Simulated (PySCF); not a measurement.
C₃H₃, SMILES [CH2]C#C, doublet at its CAM-B3LYP/def2-SVP optimised geometry (Å):

```
6

C      1.0425    -0.0031     0.0000
C     -0.1838    -0.0019     0.0025
C     -1.5565    -0.0006     0.0045
H      2.1163    -0.0031     0.0000
H     -2.1163    -0.9358    -0.0679
H     -2.1141     0.9358     0.0785
```

Level of theory: unrestricted CAM-B3LYP/def2-TZVP run with PySCF 2.14.0. Cells within 0.4 Å of a nucleus heavier than hydrogen are left out (blank, or x).

Map of the electrostatic potential (hartree/e), clipped to [-0.08, 0.12] on the plane z = 0.0 Å:

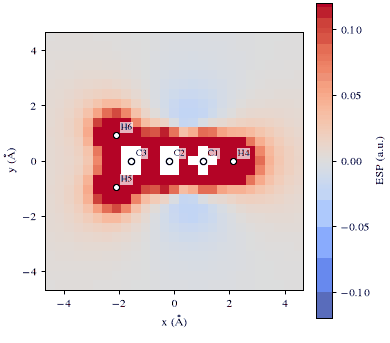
Fig. 1. Electrostatic potential (hartree/e), clipped to [-0.08, 0.12] on the plane z = 0.0 Å.
